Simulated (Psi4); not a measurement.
# CCSD(T)/def2-SVP (core potential) run of CH2FI (fluoroiodomethane)

What is the vertical ionisation energy of CH2FI (fluoroiodomethane) at CCSD(T)/def2-SVP (core potential)? 

The results are computed with Psi4 1.11.

**1. Starting point**

The species is CH2FI (5 atoms), meant as a singlet with charge 0. SMILES: `FCI`. Geometry: relaxed at PBE0-D4/def2-TZVP.

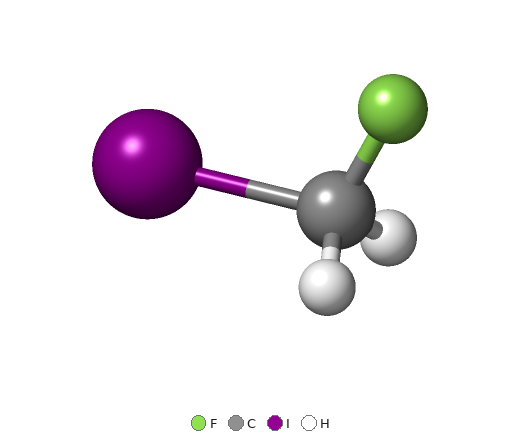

Viewed from a chosen angle; fluorine green, carbon grey, iodine purple, hydrogen white.

**2. A single-point energy at CCSD(T)/def2-SVP (core potential)**

Contents of job.py:

```python
import psi4

psi4.set_memory(1600000000)
psi4.set_num_threads(1)
psi4.set_output_file('output.dat', False)

m = psi4.geometry("""
F      1.196300     0.710900    -0.175500
C      0.160600    -0.114100     0.103400
I     -1.632300     0.547900    -0.864200
H      0.368100    -1.112000    -0.277200
H     -0.042700    -0.106200     1.172200
units angstrom
symmetry c1
no_reorient
no_com
""")

options = {'basis': 'def2-SVP', 'puream': True, 'e_convergence': 1e-09, 'd_convergence': 1e-08, 'scf_type': 'pk', 'num_frozen_docc': 6}
psi4.set_options(options)

energy_value = psi4.energy("ccsd(t)")
print(f'ccsd(t) energy: {energy_value:.10f} Eh')
```

The run is started by

```sh
$ python job.py
```

output.dat (excerpt; [...] marks lines left out):

```text
[...]
    !!!  WARNING: ECP capability is in beta. Please check occupations closely.  !!!
[...]
  Running in c1 symmetry.
[...]
  Nuclear repulsion =  119.814502107405204
[...]
  Multiplicity = 1
[...]
  Nalpha       = 21
  Nbeta        = 21
[...]
    Number of basis functions: 64
[...]
   @RHF iter   1:  -434.89787271403270   -3.67293e+00   6.15883e-03 DIIS/ADIIS
[...]
   @RHF iter  12:  -434.98984650711509   -5.62750e-12   6.14911e-09 DIIS
[...]
    Orbital Energies [Eh]
    ---------------------
    Doubly Occupied:
       1A    -26.303738     2A    -11.380535     3A     -7.739322
       4A     -5.596065     5A     -5.583636     6A     -5.583296
       7A     -2.291702     8A     -2.286225     9A     -2.285918
      10A     -2.273174    11A     -2.273170    12A     -1.606757
      13A     -0.997667    14A     -0.862619    15A     -0.744781
      16A     -0.727353    17A     -0.685590    18A     -0.575199
      19A     -0.463880    20A     -0.378778    21A     -0.373363
[...]
  @RHF Final Energy:  -434.98984650711509
   => Energetics <=
    Nuclear Repulsion Energy =            119.8145021074052039
    One-Electron Energy =                -947.5831633897452093
    Two-Electron Energy =                 392.7788147752248733
    Total Energy =                       -434.9898465071150895
[...]
 Multipole Moments:
 ------------------------------------------------------------------------------------
     Multipole            Electronic (a.u.)      Nuclear  (a.u.)        Total (a.u.)
 ------------------------------------------------------------------------------------
 L = 1.  Multiply by 2.5417464519 to convert [e a0] to [Debye]
 Dipole X            :         54.2597722          -54.3330276           -0.0732554
 Dipole Y            :        -35.0096246           34.3794095           -0.6302151
 Dipole Z            :         41.3652151          -40.9486644            0.4165508
 Magnitude           :                                                    0.7589809
[...]
      * MP2 total energy                      = -435.434335790384637
[...]
      * CCSD total energy                     = -435.456965335373809
[...]
      * CCSD(T) total energy                  = -435.467555130822973
```

On the terminal:

```text
ccsd(t) energy: -435.4675551308 Eh
```

Wall time 57 s (1 thread of Intel Xeon at 2.50GHz (Skylake/Cascade Lake), shared host); peak memory 0.29 GiB.

**3. The doublet cation at the same level**

Contents of job.dat:

```
memory 1600 MB

molecule {
  1 2
  F
  C 1 R2
  I 2 R3 1 A3
  H 2 R4 1 A4 3 D4
  H 2 R5 4 A5 1 D5

  R2 = 1.353176
  R3 = 2.142191
  A3 = 111.04382
  R4 = 1.087988
  A4 = 109.94514
  D4 = 117.67977
  R5 = 1.087992
  A5 = 112.70252
  D5 = -123.03255
  symmetry c1
  no_reorient
  no_com
}

set {
  basis def2-SVP
  reference uhf
  puream true
  e_convergence 1e-09
  d_convergence 1e-08
  scf_type pk
  num_frozen_docc 6
  maxiter 100
}

E, wfn = energy('ccsd(t)', return_wfn=True)
```

The run is started by

```sh
$ psi4 job.dat job.out -n 1
```

job.out (excerpt; [...] marks lines left out):

```text
[...]
  Running in c1 symmetry.
[...]
  Nuclear repulsion =  119.814510045695656
[...]
  Multiplicity = 2
[...]
  Nalpha       = 21
  Nbeta        = 20
[...]
    Number of basis functions: 64
[...]
   @UHF iter   1:  -434.59205394691639   -3.36236e+00   4.67782e-03 ADIIS/DIIS
[...]
   @UHF iter  21:  -434.65109772049220   -1.17780e-10   6.28386e-09 DIIS
[...]
   @S^2 Observed:                7.601756282E-01
[...]
    Orbital Energies [Eh]
    ---------------------
    Alpha Occupied:
       1A    -26.510533     2A    -11.611955     3A     -8.064458
       4A     -5.925895     5A     -5.911424     6A     -5.899401
       7A     -2.618465     8A     -2.616529     9A     -2.604563
      10A     -2.595432    11A     -2.593883    12A     -1.810390
      13A     -1.272650    14A     -1.133226    15A     -0.958368
      16A     -0.930979    17A     -0.901268    18A     -0.795434
      19A     -0.719598    20A     -0.714777    21A     -0.668511
    Alpha Virtual:
      22A     -0.144329    23A      0.005352    24A      0.042847
      25A      0.054127    26A      0.182098    27A      0.220621
[...]
  @UHF Final Energy:  -434.65109772049220
   => Energetics <=
    Nuclear Repulsion Energy =            119.8145100456956555
    One-Electron Energy =                -936.1400131948832950
    Two-Electron Energy =                 381.6744054286954224
    Total Energy =                       -434.6510977204922028
  UHF NO Occupations:
  HONO-2 :   19  A 1.9984382
  HONO-1 :   20  A 1.9966702
[...]
 Multipole Moments:
 ------------------------------------------------------------------------------------
     Multipole            Electronic (a.u.)      Nuclear  (a.u.)        Total (a.u.)
 ------------------------------------------------------------------------------------
 L = 1.  Multiply by 2.5417464519 to convert [e a0] to [Debye]
 Dipole X            :          0.0000281           -0.0000304           -0.0000024
 Dipole Y            :        -32.2760338           32.7901737            0.5141400
 Dipole Z            :         22.1392264          -21.3315063            0.8077201
 Magnitude           :                                                    0.9574715
[...]
      * MP2 total energy                      = -435.072456322322864
[...]
      * CCSD total energy                     = -435.098537386470298
[...]
      * CCSD(T) total energy                     = -435.109264785415405
[...]
```

Wall time 2.7 min (1 thread of Intel Xeon at 2.50GHz (Skylake/Cascade Lake), shared host); peak memory 0.32 GiB.

**4. Results**

At CCSD(T)/def2-SVP (core potential), 6 core orbitals frozen:

```
                                                                  quantity          value
                                               singlet CH2FI: total energy  -435.46756 Eh
                        singlet CH2FI: HOMO energy (Hartree–Fock orbitals)      -10.16 eV
                        singlet CH2FI: LUMO energy (Hartree–Fock orbitals)        2.67 eV
                      singlet CH2FI: HOMO–LUMO gap (Hartree–Fock orbitals)       12.83 eV
                singlet CH2FI: correlation energy (6 core orbitals frozen)     -477.7 mEh
                                             singlet CH2FI: (T) correction     -10.59 mEh
                                              singlet CH2FI: T1 diagnostic          0.009
                                              doublet cation: total energy  -435.10926 Eh
doublet cation: HOMO energy (Hartree–Fock orbitals) (highest over α and β)      -17.59 eV
 doublet cation: LUMO energy (Hartree–Fock orbitals) (lowest over α and β)       -8.32 eV
               doublet cation: correlation energy (6 core orbitals frozen)     -458.2 mEh
                                            doublet cation: (T) correction     -10.73 mEh
                         doublet cation: ⟨S²⟩ of the reference determinant          0.760
                                             doublet cation: T1 diagnostic          0.017
                        vertical ionisation energy (to the doublet cation)       9.750 eV
```

In words: The vertical ionisation energy comes to 9.75 eV (941 kJ/mol). The triples (singlet CH2FI) make up 2.2 % of the correlation energy. The triples (doublet cation) make up 2.3 % of the correlation energy.
